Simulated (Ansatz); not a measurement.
Consider SiO2 (P4_32_12).

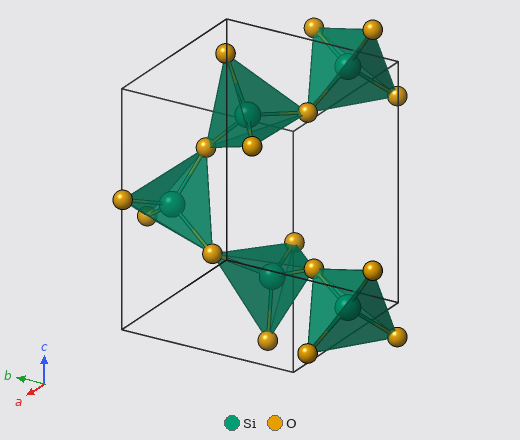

The structure (silicon teal, oxygen orange). Some periodic images of atoms are drawn too.

```
Si O
1.0
     4.93290    0.00000    0.00000
     0.00000    4.93290    0.00000
     0.00000    0.00000    6.46450
Si O
4 8
Direct
  0.81771 0.81771 0.50000
  0.68229 0.31771 0.25000
  0.18230 0.18230 0.00000
  0.31771 0.68229 0.75000
  0.26834 0.36457 0.80193
  0.13543 0.76834 0.55193
  0.73166 0.63543 0.30193
  0.86457 0.23166 0.05193
  0.76834 0.13543 0.44807
  0.63543 0.73166 0.69807
  0.23166 0.86457 0.94807
  0.36457 0.26834 0.19807
```

The cell and positions come from the Crystallography Open Database and are kept as given unless a step says otherwise.

Gaps computed with Ansatz 0.2.0 without a self-energy: LDA 5.48 eV, HSE06 7.55 eV and PBE0 8.32 eV.

Q: What gap should G0W0 on LDA give (4×4×2 mesh, 862 empty bands, screening to 180 eV, PAW set soft_1 files)?

About 8.69 eV: on its mesh the run moves the gap from 5.48 eV by +3.21 eV. Among the scalar-relativistic levels given, PBE0 is nearest (−0.37 eV). Bands and cutoff are finite, so the gap is not at the basis limit. The miss can reach some tenths of an eV and take either sign; the mesh is an error of its own. The 4×4×2 mesh is coarse for this cell (its supercell is 13 Å along the shortest edge). The RPA ε∞ on it, from the LDA start, is 2.32 and 2.38; such meshes misread the long-range screening, most where the gap is narrow.

[Paths, hosts, dates, memory and timing lines, banners, echoed tables and standing remarks are left out of the program output.]

[Logs are printed without paths, hosts, clocks, repeated set-up lines and the standing remarks that a program may print on its own settings, such as how far it seeks lower states.]

[Runs of the session that timed out or met a known fault of the program may be left out.]

[Cells called generated may have been cut or substituted from an entry of the Crystallography Open Database or the Materials Project.]

[Hosts, paths, dates, database ids (printed as entryN), source tags and the programs' standing remarks are cut or masked in the printed files.]
